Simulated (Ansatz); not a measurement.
```yaml
crystal:
  periodic: [false, false, false]
  atoms:
    - {symbol: C, position_ang: [-1.516076, 1.536831, -0.427415]}
    - {symbol: Al, position_ang: [-1.148244, -0.171860, 0.419404]}
    - {symbol: O, position_ang: [0.397299, -0.495619, 1.015892]}
    - {symbol: Si, position_ang: [1.951651, -0.549506, 1.471910]}
    - {symbol: H, position_ang: [-0.796592, 1.774165, -1.214920]}
    - {symbol: H, position_ang: [-1.466963, 2.345397, 0.310861]}
    - {symbol: H, position_ang: [-2.521602, 1.566497, -0.857005]}
    - {symbol: H, position_ang: [-2.226657, -1.312993, 0.614840]}
    - {symbol: H, position_ang: [2.056467, -0.411069, 2.949526]}
    - {symbol: H, position_ang: [2.727711, 0.553199, 0.839159]}
    - {symbol: H, position_ang: [2.923508, -1.436003, 0.777249]}
basis:
  gaussian: {orbitals: def2-TZVPP}
correlation: {method: ccsd_t}
```

Geometry: moved along internal coordinates away from the minimum.

What structure does this define?

The molecule is CH7AlOSi. SMILES: `[CH3][AlH][O][SiH3]`. Among its groups: Si–H bond, Si–O bond. Coordination, clear cases only: 1 C tetrahedral; 1 Al trigonal planar.

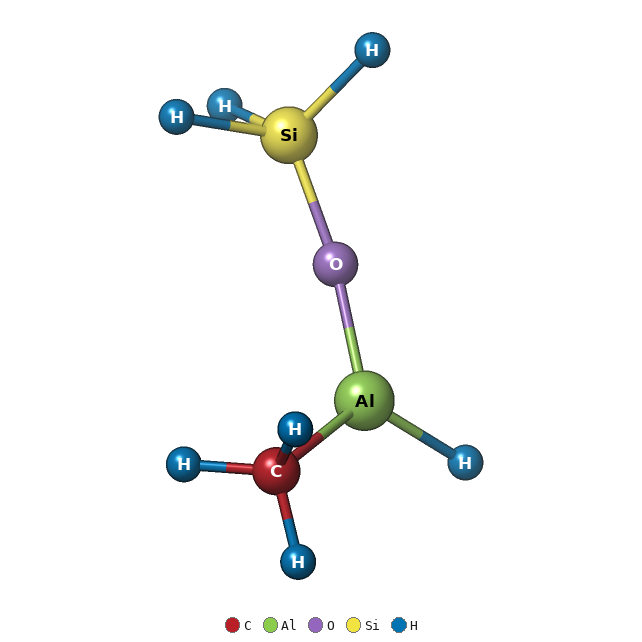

(Drawn from a calculation with Ansatz.)
